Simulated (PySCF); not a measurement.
# HNO (SMILES N=O) at 6 levels

Wanted: a comparison of 6 runs (UPBE0/STO-6G, wB97X-V/STO-6G, MP2/STO-6G, BCCD(T)/STO-6G, CCSDT/STO-6G, UCCSD(T)/STO-6G) of HNO. Input form: a Python script.

The calculation is run with PySCF 2.14.0.

11 further runs of the same task are left out: 11 set aside as unsound or not needed.

## Step 1: The molecule

HNO: 3 atoms, total charge 0, spin state singlet. SMILES: `N=O`. The N1–H3 distance was set to 1.275 Å, away from the relaxed value.

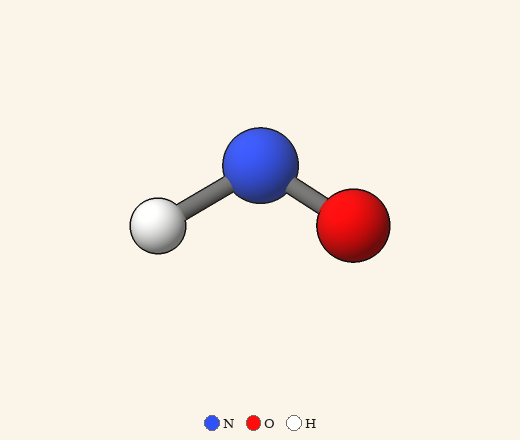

The structure, seen from a chosen angle (nitrogen blue, oxygen red, hydrogen white).

## Step 2: A single-point energy at UPBE0/STO-6G (run 1)

Contents of input.py:

```python
from pyscf import gto, dft

molecule = gto.M(
    atom='''
N     -0.232599     0.499716    -0.067459
O      0.811921     0.620526     0.513471
H     -0.492640    -0.715240    -0.351380
''',
    max_memory=1860,
    spin=0,
    basis='sto-6g',
    verbose=3,
    charge=0,
)

mf = dft.UKS(molecule, xc='pbe0')
mf.conv_tol = 1e-10
mf.grids.level = 5
mf.kernel()
if not mf.converged:
    mf = mf.newton().run(mf.mo_coeff, mf.mo_occ)
for _ in range(3):
    mo, _, stable, _ = mf.stability(return_status=True)
    if stable:
        break
    mf.kernel(mf.make_rdm1(mo, mf.mo_occ))

e_tot = mf.e_tot
print('Final energy', e_tot)
```

Started as:

```console
$ OMP_NUM_THREADS=1 python input.py
```

The log of the run:

```text
converged SCF energy = -129.81181937535  <S^2> = 3.0908609e-13  2S+1 = 1
<class 'pyscf.dft.uks.UKS'> wavefunction has an internal instability
converged SCF energy = -129.812102873392  <S^2> = 0.13990001  2S+1 = 1.2488395
<class 'pyscf.dft.uks.UKS'> wavefunction is stable in the internal stability analysis
Final energy -129.812102873392
```

Wall time 9 s (1 thread of Arm Neoverse V2, shared host); peak memory 0.3 GiB.

## Step 3: A single-point energy at wB97X-V/STO-6G (run 2)

Contents of run.py:

```python
from pyscf import gto, dft

system = gto.M(
    atom='''
N     -0.439548     0.944326    -0.127479
O      1.534308     1.172624     0.970320
H     -0.930955    -1.351608    -0.664012
''',
    basis='sto-6g',
    verbose=3,
    spin=0,
    unit='bohr',
    max_memory=1860,
)

calc0 = dft.RKS(system, xc='wb97x-v')
calc0.nlcgrids.level = 1
calc0.grids.level = 5
calc0.conv_tol = 1e-10
calc0.kernel()
if not calc0.converged:
    calc0 = calc0.newton().run(calc0.mo_coeff, calc0.mo_occ)

e_tot = calc0.e_tot
print('E(%s) = %.9f' % ('WB97X-V', e_tot))
```

Started as:

```console
$ OMP_NUM_THREADS=1 python run.py
```

The log of the run:

```text
converged SCF energy = -129.909962815315
E(WB97X-V) = -129.909962815
```

Run time: 6.3 s. Hardware: 1 thread of Arm Neoverse V2, shared host; peak memory 0.15 GiB.

Runs 3 to 5 aren't shown in full; the table further down has their settings and results.

## Step 4: The energy at UCCSD(T)/STO-6G (run 6)

Contents of mol.xyz:

```xyz
3
HNO
N     -0.232599     0.499716    -0.067459
O      0.811921     0.620526     0.513471
H     -0.492640    -0.715240    -0.351380
```

Contents of input.py:

```python
from pyscf import gto, cc

molecule = gto.M(
    atom='mol.xyz',
    verbose=3,
    max_memory=1860,
    basis='sto-6g',
)

myscf = molecule.UHF()
myscf.conv_tol = 1e-10
myscf.kernel()
if not myscf.converged:
    myscf = myscf.newton().run(myscf.mo_coeff, myscf.mo_occ)
for _ in range(3):
    mo, _, stable, _ = myscf.stability(return_status=True)
    if stable:
        break
    myscf.kernel(myscf.make_rdm1(mo, myscf.mo_occ))

mycc = cc.CCSD(myscf, frozen=2)
mycc.kernel()
e_t = mycc.ccsd_t()
e_tot = mycc.e_tot + e_t
print('E = %.10f Eh' % e_tot)
```

Started as:

```console
$ OMP_NUM_THREADS=1 python input.py
```

The log of the run:

```text
converged SCF energy = -129.275042938868  <S^2> = 3.006484e-12  2S+1 = 1
<class 'pyscf.scf.uhf.UHF'> wavefunction has an internal instability
converged SCF energy = -129.287905128771  <S^2> = 0.43584007  2S+1 = 1.6563092
<class 'pyscf.scf.uhf.UHF'> wavefunction is stable in the internal stability analysis
E(UCCSD) = -129.438116854971  E_corr = -0.1502117261999794
UCCSD(T) correction = -0.00260564629401214
E = -129.4407225013 Eh
```

Wall time 0.89 s (1 thread of Arm Neoverse V2, shared host); peak memory 0.12 GiB.

## Step 5: Overview of the runs

| run | level | follow instability | nlc grid | energy (Eh) | dipole moment (D) of the reference | HOMO energy (eV) | LUMO energy (eV) | wall time |
| --- | --- | --- | --- | --- | --- | --- | --- | --- |
| 1 | UPBE0/STO-6G | yes | – | -129.812103 | 1.00 | -4.32 | 0.29 | 9 s |
| 2 | wB97X-V/STO-6G | – | 1 | -129.909963 | 0.97 | -6.71 | 2.94 | 6.3 s |
| 3 | MP2/STO-6G | – | – | -129.409946 | 1.23 | -8.70 | 5.89 | 0.68 s |
| 4 | BCCD(T)/STO-6G | – | – | -129.440785 | – | – | – | 1.1 s |
| 5 | CCSDT/STO-6G | – | – | -129.441403 | 1.23 | -8.70 | 5.89 | 0.75 s |
| 6 | UCCSD(T)/STO-6G | yes | – | -129.440723 | 1.18 | -8.65 | 7.17 | 0.89 s |

## Step 6: Results

| quantity | value |
| --- | --- |
| run 6: total energy | -129.44072 Eh |
| run 6: dipole moment (Hartree–Fock density) | 1.18 D |
| run 6: HOMO energy (Hartree–Fock orbitals) | -8.65 eV |
| run 6: LUMO energy (Hartree–Fock orbitals) | 7.17 eV |
| run 6: HOMO–LUMO gap (Hartree–Fock orbitals) | 15.82 eV |
| run 6: correlation energy (2 core orbitals frozen) | -152.8 mEh |
| run 6: (T) correction | -2.61 mEh |
| run 6: ⟨S²⟩ of the reference determinant | 0.436 |
| run 6: T1 diagnostic | 0.082 |

Totals of different functionals can't be ranked against each other. In runs 1, 2, 3, 4, 5, 6 the basis is minimal, so the values are rough. Spin contamination of the reference: run 6 ⟨S²⟩ = 0.44, run 1 ⟨S²⟩ = 0.14. All runs together took 19 s, the longest 9 s.
